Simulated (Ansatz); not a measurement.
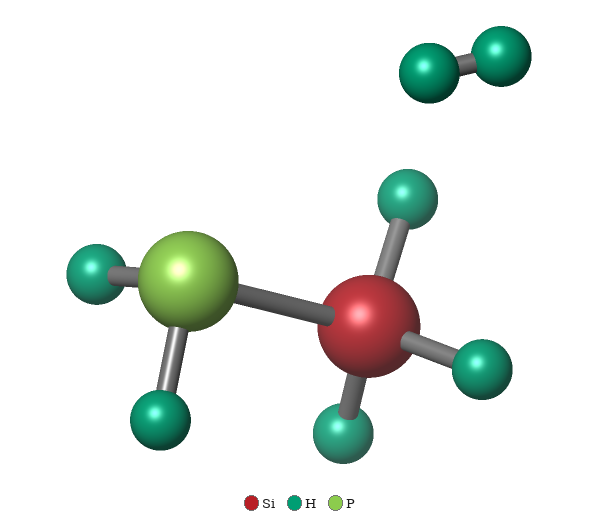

The geometry was computed by an optimisation with PBE0-D4/def2-TZVP. No frequency run is at hand to confirm it as a minimum. Level of theory: RKS PBE-D4/def2-SVP (Ansatz 0.2.0).

Computed properties:

The species is H7PSi.
- dispersion correction: −14.0 kJ/mol
